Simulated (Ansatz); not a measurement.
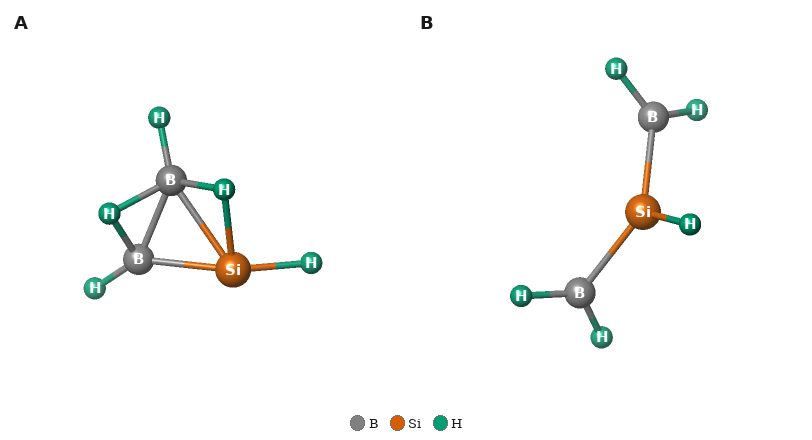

2 stationary structures of one formula. The species has charge +1 and is a spin singlet. Geometries: PBE-D4/def2-SVP. Electronic energies: PBE-D4/def2-SVP (Ansatz 0.2.0), without zero-point energy. No frequency run is at hand to confirm each as a minimum. Each is one conformer, not always the lowest.

### Which structure is the most stable?

A is lowest (C1); B lies 0.743 eV above it (C2v).
